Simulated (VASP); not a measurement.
Band structure of Te2W (space group P6_3/mmc). Computed with modified Becke-Johnson potential (mBJ) with spin-orbit coupling, VASP's PBE PAW potentials (set 64) (plane waves; VASP).

mBJ is a potential without an energy functional, so only the levels count. Without a dispersion term in the relaxation, distances and binding between the weakly bound layers, chains or molecules are unreliable, and so is what depends on them.

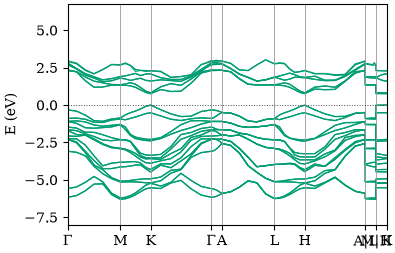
Figure: Bands along high-symmetry lines, zero at the valence-band maximum or, without a gap, the Fermi level

**Question.** Read the plot: is there a gap, and where are the band edges?

**Answer.** The gap is direct, 0.76 eV, from the valence maximum at K to the conduction minimum at K.

The structure comes from a computed database's Te2W entry (P6_3/mmc); how it stands against other phases isn't given here. It was relaxed first. The cell's shape comes from a PBE relaxation.
